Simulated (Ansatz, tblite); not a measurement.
# C₁₀H₁₂B₂: charged states by level of theory

What does removing or adding an electron cost or gain for C₁₀H₁₂B₂? Each charged state is run at several levels.

Computed with Ansatz 0.2.0, Gaussian basis. Level: as each input shows.

Levels to be run: charge +1 doublet, at the geometry of the singlet (PBE0-D4/def2-TZVP, PBE-D4/def2-TZVP, B2PLYP/def2-TZVP); charge -1 doublet, at the geometry of the singlet (PBE0-D4/def2-TZVP, PBE-D4/def2-TZVP, B2PLYP/def2-TZVP); the starting singlet's energies come from earlier runs.

### Step 1. The geometry

The singlet was relaxed beforehand with r2SCAN-D4/def2-SVP.

SMILES `CB1C=CC=C1C1=CC=CB1C`, 24 atoms, charge 0, spin multiplicity 1.

Atoms are counted from 1 here; the program's logs count them from 0.

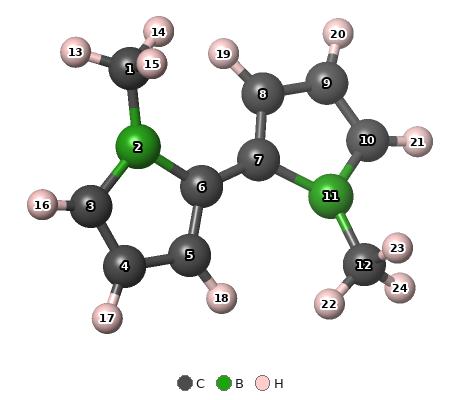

The structure; carbon dark grey, boron green, hydrogen pink; atoms are numbered from 1 in the order of the file.

Coordinates:

```mol
C10H12B2
  3D, bonds by distance, orders not assigned

 24 25  0  0  0  0  0  0  0  0999 V2000
   -2.8471    1.2173    0.3889 C   0  0
   -2.1503   -0.1174   -0.0120 B   0  0
   -2.8517   -1.5226   -0.1005 C   0  0
   -1.8492   -2.4423   -0.1766 C   0  0
   -0.5076   -1.8302   -0.2135 C   0  0
   -0.5648   -0.4545   -0.1705 C   0  0
    0.5623    0.4204   -0.2492 C   0  0
    0.5028    1.7713   -0.5125 C   0  0
    1.8440    2.3801   -0.5930 C   0  0
    2.8485    1.4837   -0.3831 C   0  0
    2.1502    0.1118   -0.0596 B   0  0
    2.8537   -1.1419    0.5412 C   0  0
   -3.8803    1.2957    0.0131 H   0  0
   -2.3005    2.1483    0.1862 H   0  0
   -2.9432    1.1553    1.4942 H   0  0
   -3.9087   -1.7964   -0.0442 H   0  0
   -1.9816   -3.5315   -0.2052 H   0  0
    0.4020   -2.4296   -0.3132 H   0  0
   -0.4088    2.3476   -0.6951 H   0  0
    1.9747    3.4503   -0.7985 H   0  0
    3.9059    1.7620   -0.3862 H   0  0
    2.3071   -2.0936    0.4938 H   0  0
    2.9588   -0.9054    1.6219 H   0  0
    3.8837   -1.2785    0.1734 H   0  0
  1  2  8  0
  1 13  8  0
  1 14  8  0
  1 15  8  0
  2  3  8  0
  2  6  8  0
  3  4  8  0
  3 16  8  0
  4  5  8  0
  4 17  8  0
  5  6  8  0
  5 18  8  0
  6  7  8  0
  7  8  8  0
  7 11  8  0
  8  9  8  0
  8 19  8  0
  9 10  8  0
  9 20  8  0
 10 11  8  0
 10 21  8  0
 11 12  8  0
 12 22  8  0
 12 23  8  0
 12 24  8  0
M  END
```

### Step 2. Charge +1 doublet at the fixed geometry, PBE0-D4/def2-TZVP

The input, in.yaml:

```yaml
crystal:
  periodic: [false, false, false]
  atoms:
    - {symbol: C, position_ang: [-2.847114, 1.217272, 0.388904]}
    - {symbol: B, position_ang: [-2.150284, -0.117383, -0.012004]}
    - {symbol: C, position_ang: [-2.851661, -1.522595, -0.100452]}
    - {symbol: C, position_ang: [-1.849161, -2.442311, -0.176592]}
    - {symbol: C, position_ang: [-0.507557, -1.830165, -0.213513]}
    - {symbol: C, position_ang: [-0.564768, -0.454495, -0.170519]}
    - {symbol: C, position_ang: [0.562278, 0.420430, -0.249191]}
    - {symbol: C, position_ang: [0.502752, 1.771264, -0.512464]}
    - {symbol: C, position_ang: [1.843960, 2.380079, -0.592969]}
    - {symbol: C, position_ang: [2.848535, 1.483713, -0.383064]}
    - {symbol: B, position_ang: [2.150241, 0.111833, -0.059620]}
    - {symbol: C, position_ang: [2.853698, -1.141873, 0.541204]}
    - {symbol: H, position_ang: [-3.880337, 1.295729, 0.013053]}
    - {symbol: H, position_ang: [-2.300497, 2.148348, 0.186223]}
    - {symbol: H, position_ang: [-2.943168, 1.155336, 1.494247]}
    - {symbol: H, position_ang: [-3.908673, -1.796433, -0.044230]}
    - {symbol: H, position_ang: [-1.981616, -3.531472, -0.205182]}
    - {symbol: H, position_ang: [0.401954, -2.429578, -0.313243]}
    - {symbol: H, position_ang: [-0.408806, 2.347603, -0.695096]}
    - {symbol: H, position_ang: [1.974695, 3.450268, -0.798479]}
    - {symbol: H, position_ang: [3.905886, 1.761964, -0.386208]}
    - {symbol: H, position_ang: [2.307119, -2.093606, 0.493820]}
    - {symbol: H, position_ang: [2.958786, -0.905398, 1.621949]}
    - {symbol: H, position_ang: [3.883746, -1.278510, 0.173399]}
basis:
  gaussian: {orbitals: def2-TZVP}
total_charge: 1
magnetization: {spin_polarized: true, initial_magnetization: 1}
hamiltonian: {xc: pbe0, dispersion: d4}
scf: {omitted_lower_state_checks: [starts]}
output: {orbitals: {seedname: orbitals}}
```

Launch:

```sh
$ ansatz run in.yaml --threads 4 --pin off --events-out ev --progress --plain --max-ram 6963MiB
```

Output:

```text
Functional definition: PBE0
  name "PBE0"
  cite "Adamo & Barone, J. Chem. Phys. 110, 6158 (1999) doi:10.1063/1.478522"
  cite "Perdew, Burke & Ernzerhof, Phys. Rev. Lett. 77, 3865 (1996) doi:10.1103/PhysRevLett.77.3865"
  parent pbe
  parameter a = 0.25
  parameter kappa = 0.804
  parameter beta = 0.06672455060314922
  exchange = (1 - a)*pbe_x(kappa = kappa, mu = beta*pi^2/3) + a*exact_x
  correlation = pbe_c(beta = beta)
these checks for a lower state are left out or cut short: starts
2666 factors; their error is unknown
mean field evaluation 1: about -11876.2722 eV, gradient 6.8e1 eV
mean field evaluation 2: about -11874.9567 eV, gradient 6.7e1 eV
mean field evaluation 4: about -11898.2637 eV, gradient 6.4e0 eV
mean field evaluation 8: about -11898.4786 eV, gradient 2.8e-1 eV
mean field evaluation 16: about -11898.4514 eV, gradient 5.8e-3 eV
mean field -11898.45135152 eV, -437.2600221085 hartree, gradient 5.0e-5 eV, S^2 0.826894; 0 other end points of the search recorded, 0 dependent functions left out
reference -11898.45139568 eV, -437.2600237313 hartree; 41, 40 occupied and 403, 404 virtual orbitals, 2666 factors
Total energy: -11899.03736886 eV, -437.2815578482 hartree
Checks for a lower state left out: starts
```

It took 48 s on 4 threads of Arm Neoverse V1, shared host; peak memory 2.5 GiB.

Report: HOMO -10.79 eV, LUMO -8.38 eV (over both spins); ⟨S²⟩ 0.827 (pure: 0.75).

### Step 3. Charge +1 doublet at the fixed geometry, PBE-D4/def2-TZVP

start.molden holds the orbitals of an earlier run on this state, given as this run's starting guess.

in.yaml: that of step 2 with these lines changed.

```diff
@@ -28,6 +28,6 @@
 basis:
-  gaussian: {orbitals: def2-TZVP}
+  gaussian: {orbitals: def2-TZVP, initial_orbitals: start.molden}
 total_charge: 1
 magnetization: {spin_polarized: true, initial_magnetization: 1}
-hamiltonian: {xc: pbe0, dispersion: d4}
+hamiltonian: {xc: pbe, dispersion: d4}
 scf: {omitted_lower_state_checks: [starts]}
```

Same command.

Output:

```text
Functional definition: PBE
  name "PBE"
  cite "Perdew, Burke & Ernzerhof, Phys. Rev. Lett. 77, 3865 (1996) doi:10.1103/PhysRevLett.77.3865"
  parent pbe
  parameter kappa = 0.804
  parameter beta = 0.06672455060314922
  exchange = pbe_x(kappa = kappa, mu = beta*pi^2/3)
  correlation = pbe_c(beta = beta)
these checks for a lower state are left out or cut short: starts
2666 factors; their error is unknown
mean field evaluation 1: about -11896.7393 eV, gradient 9.1e0 eV
mean field evaluation 2: about -11896.9748 eV, gradient 3.0e-1 eV
mean field evaluation 4: about -11896.8946 eV, gradient 2.2e-2 eV
mean field evaluation 8: about -11896.8946 eV, gradient 2.0e-5 eV
mean field -11896.89457652 eV, -437.2028116823 hartree, gradient 2.0e-5 eV, S^2 0.766090; 0 other end points of the search recorded, 0 dependent functions left out
reference -11896.89463556 eV, -437.2028138520 hartree; 41, 40 occupied and 403, 404 virtual orbitals, 2666 factors
Total energy: -11897.57681209 eV, -437.2278833771 hartree
Checks for a lower state left out: starts
```

Run time: 18 s. Hardware: 4 threads of Arm Neoverse V1, shared host; peak memory 1.2 GiB.

HOMO -9.84 eV, LUMO -9.19 eV (over both spins); ⟨S²⟩ 0.766 (pure: 0.75).

### Step 4. Charge +1 doublet at the fixed geometry, B2PLYP/def2-TZVP

in.yaml: that of step 3 with these lines changed.

```diff
@@ -31,4 +31,3 @@
 magnetization: {spin_polarized: true, initial_magnetization: 1}
-hamiltonian: {xc: pbe, dispersion: d4}
+hamiltonian: {xc: {name: B2PLYP}}
 scf: {omitted_lower_state_checks: [starts]}
-output: {orbitals: {seedname: orbitals}}
```

Launched as before.

Output (excerpt; [...] marks lines left out):

```text
Functional definition: B2PLYP
  name "B2PLYP"
  cite "Grimme, J. Chem. Phys. 124, 034108 (2006) doi:10.1063/1.2148954"
  cite "Becke, Phys. Rev. A 38, 3098 (1988) doi:10.1103/PhysRevA.38.3098"
  cite "Lee, Yang & Parr, Phys. Rev. B 37, 785 (1988) doi:10.1103/PhysRevB.37.785"
[...]
2970 factors; integrals over basis functions are off by at most 1.3e-3 eV
[...]
mean field -11886.70646789 eV, -436.8284055960 hartree, gradient 1.9e-6 eV, S^2 0.951958; 0 other end points of the search recorded, 0 dependent functions left out
12 core orbitals not correlated: weight in the atoms' cores, before any rotation towards them, 1.000 or more for the frozen orbitals, at most 0.000 for the correlated occupied ones
reference -11886.70670995 eV, -436.8284144914 hartree; 29, 28 occupied and 403, 404 virtual orbitals, 2970 factors
second order -56.16371352 eV of doubles, -0.00000000 eV of singles
Total energy: -11901.87091260 eV, -437.3856886601 hartree
Checks for a lower state left out: starts
```

It took 63 s on 4 threads of Arm Neoverse V1, shared host; peak memory 3 GiB.

Report: ⟨S²⟩ 0.952 (pure: 0.75). Doubts: spin contamination.

### Step 5. Vertical ionisation energy

Charged state less starting state, singlet to doublet; the starting state's energies are those of its earlier runs.

```tsv
level	vertical ionisation energy (eV)	time
PBE-D4/def2-TZVP	+6.98	30 s
PBE0-D4/def2-TZVP	+6.94	85 s
B2PLYP/def2-TZVP†	+7.07	98 s
```

Times add the two runs; a level without a time comes out of a correlated run. † marks a level with a doubtful state (flagged, unstable, out of aufbau order, or strongly spin-contaminated); such levels are left out of the summary.

Beside −ε(HOMO) of the starting state:

```tsv
level	−ε(HOMO) (eV)	by difference (eV)	mismatch (eV)
PBE-D4/def2-TZVP	4.69	6.98	-2.29
PBE0-D4/def2-TZVP	5.43	6.94	-1.51
```

### Step 6. Charge -1 doublet at the fixed geometry, PBE0-D4/def2-TZVP

in.yaml: that of step 4 with these lines changed.

```diff
@@ -28,6 +28,7 @@
 basis:
-  gaussian: {orbitals: def2-TZVP, initial_orbitals: start.molden}
-total_charge: 1
+  gaussian: {orbitals: def2-TZVP}
+total_charge: -1
 magnetization: {spin_polarized: true, initial_magnetization: 1}
-hamiltonian: {xc: {name: B2PLYP}}
+hamiltonian: {xc: pbe0, dispersion: d4}
 scf: {omitted_lower_state_checks: [starts]}
+output: {orbitals: {seedname: orbitals}}
```

The command is unchanged.

Output (excerpt; [...] marks lines left out):

```text
Functional definition: PBE0
  name "PBE0"
  cite "Adamo & Barone, J. Chem. Phys. 110, 6158 (1999) doi:10.1063/1.478522"
  cite "Perdew, Burke & Ernzerhof, Phys. Rev. Lett. 77, 3865 (1996) doi:10.1103/PhysRevLett.77.3865"
  parent pbe
[...]
2666 factors; their error is unknown
[...]
mean field -11906.82658084 eV, -437.5678061089 hartree, gradient 2.3e-5 eV, S^2 0.821226; 0 other end points of the search recorded, 0 dependent functions left out
reference -11906.82663150 eV, -437.5678079707 hartree; 42, 41 occupied and 402, 403 virtual orbitals, 2666 factors
Total energy: -11907.49384063 eV, -437.5923274539 hartree
Checks for a lower state left out: starts
```

It took 63 s on 4 threads of Arm Neoverse V1, shared host; peak memory 2.6 GiB.

From the report: HOMO -0.07 eV, LUMO 1.76 eV (over both spins); ⟨S²⟩ 0.821 (pure: 0.75).

### Step 7. Charge -1 doublet at the fixed geometry, PBE-D4/def2-TZVP

in.yaml: that of step 6 with these lines changed.

```diff
@@ -28,6 +28,6 @@
 basis:
-  gaussian: {orbitals: def2-TZVP}
+  gaussian: {orbitals: def2-TZVP, initial_orbitals: start.molden}
 total_charge: -1
 magnetization: {spin_polarized: true, initial_magnetization: 1}
-hamiltonian: {xc: pbe0, dispersion: d4}
+hamiltonian: {xc: pbe, dispersion: d4}
 scf: {omitted_lower_state_checks: [starts]}
```

Same command.

Output:

```text
Functional definition: PBE
  name "PBE"
  cite "Perdew, Burke & Ernzerhof, Phys. Rev. Lett. 77, 3865 (1996) doi:10.1103/PhysRevLett.77.3865"
  parent pbe
  parameter kappa = 0.804
  parameter beta = 0.06672455060314922
  exchange = pbe_x(kappa = kappa, mu = beta*pi^2/3)
  correlation = pbe_c(beta = beta)
these checks for a lower state are left out or cut short: starts
2666 factors; their error is unknown
mean field evaluation 1: about -11905.2303 eV, gradient 9.1e0 eV
mean field evaluation 2: about -11905.4583 eV, gradient 3.2e-1 eV
mean field evaluation 4: about -11905.3891 eV, gradient 3.9e-2 eV
mean field evaluation 8: about -11905.3891 eV, gradient 1.9e-5 eV
mean field -11905.38907290 eV, -437.5149786665 hartree, gradient 4.0e-5 eV, S^2 0.761140; 0 other end points of the search recorded, 0 dependent functions left out
reference -11905.38913998 eV, -437.5149811317 hartree; 42, 41 occupied and 402, 403 virtual orbitals, 2666 factors
Total energy: -11906.16561523 eV, -437.5435160708 hartree
Checks for a lower state left out: starts
```

Wall time 20 s (4 threads of Arm Neoverse V1, shared host); peak memory 1.3 GiB.

HOMO 0.55 eV, LUMO 0.98 eV (over both spins); ⟨S²⟩ 0.761 (pure: 0.75). Doubts: highest occupied level lies above zero.

### Step 8. Charge -1 doublet at the fixed geometry, B2PLYP/def2-TZVP

in.yaml: that of step 7 with these lines changed.

```diff
@@ -31,4 +31,3 @@
 magnetization: {spin_polarized: true, initial_magnetization: 1}
-hamiltonian: {xc: pbe, dispersion: d4}
+hamiltonian: {xc: {name: B2PLYP}}
 scf: {omitted_lower_state_checks: [starts]}
-output: {orbitals: {seedname: orbitals}}
```

Same command.

Output (excerpt; [...] marks lines left out):

```text
Functional definition: B2PLYP
  name "B2PLYP"
  cite "Grimme, J. Chem. Phys. 124, 034108 (2006) doi:10.1063/1.2148954"
  cite "Becke, Phys. Rev. A 38, 3098 (1988) doi:10.1103/PhysRevA.38.3098"
  cite "Lee, Yang & Parr, Phys. Rev. B 37, 785 (1988) doi:10.1103/PhysRevB.37.785"
[...]
2970 factors; integrals over basis functions are off by at most 1.3e-3 eV
[...]
mean field -11894.10259800 eV, -437.1002083642 hartree, gradient 3.5e-6 eV, S^2 0.915091; 0 other end points of the search recorded, 0 dependent functions left out
12 core orbitals not correlated: weight in the atoms' cores, before any rotation towards them, 1.000 or more for the frozen orbitals, at most 0.000 for the correlated occupied ones
reference -11894.10286741 eV, -437.1002182647 hartree; 30, 29 occupied and 402, 403 virtual orbitals, 2970 factors
second order -59.53540526 eV of doubles, -0.00000000 eV of singles
Total energy: -11910.17742683 eV, -437.6909474277 hartree
Checks for a lower state left out: starts
```

It took 75 s on 4 threads of Arm Neoverse V1, shared host; peak memory 3 GiB.

⟨S²⟩ 0.915 (pure: 0.75). Doubts: spin contamination.

### Step 9. Vertical electron affinity

Starting state less charged state (positive: the electron is bound), singlet to doublet; the starting state's energies are those of its earlier runs.

```tsv
level	vertical electron affinity (eV)	time
PBE-D4/def2-TZVP	+1.61	32 s
PBE0-D4/def2-TZVP	+1.52	99 s
B2PLYP/def2-TZVP†	+1.24	1.8 min
```

Times add the two runs; a level without a time comes out of a correlated run. † marks a level with a doubtful state (flagged, unstable, out of aufbau order, or strongly spin-contaminated); such levels are left out of the summary.

Beside −ε(LUMO) of the starting state:

```tsv
level	−ε(LUMO) (eV)	by difference (eV)	mismatch (eV)
PBE-D4/def2-TZVP	3.67	1.61	+2.07
PBE0-D4/def2-TZVP	2.88	1.52	+1.36
```

### Step 10. Results

```
                                            quantity                               value
vertical ionisation energy, functionals in def2-TZVP  6.94 (PBE0-D4) to 6.98 eV (PBE-D4)
vertical electron affinity, functionals in def2-TZVP  1.52 (PBE0-D4) to 1.61 eV (PBE-D4)
```

**Reading.** The vertical ionisation energy spans 6.94 to 6.98 eV over the functionals. −ε(HOMO) misses the level's own difference by -1.51 eV at best (PBE0-D4) and -2.29 eV at worst (PBE-D4). The vertical electron affinity spans 1.52 to 1.61 eV over the functionals. The anion's highest level lies above zero where self-interaction lifts it, so diffuse functions weigh on these values. −ε(LUMO) misses the level's own difference by +1.36 eV at best (PBE0-D4) and +2.07 eV at worst (PBE-D4).

The anion's highest level is positive in at least one run, so there the basis alone may hold the extra electron.
